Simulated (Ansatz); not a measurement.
## Thickness series in Bi

Base system: Bi in the A7 type structure (space group R-3m, No. 166; a = 4.5205 Å, c = 12.0283 Å (hexagonal axes); layered).

Free-standing slabs (2 atom(s) a layer) normal to the stacking axis with 15 Å of vacuum; in-plane cell relaxed.

Level of theory: r2SCAN+rVV10/PAW in Ansatz (a first-principles code), without spin-orbit coupling.

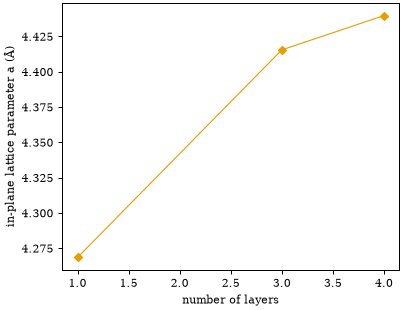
Fig. 1. in-plane lattice parameter a against number of layers

Question: From the plot, what is the in-plane lattice parameter a for 1 layer?

Answer: About 4.27 Å.

Question: Is the trend monotonic over the range shown?

Answer: Yes, it rises throughout, spanning 4.269 Å to 4.440 Å.

No phonon test of stability was made.
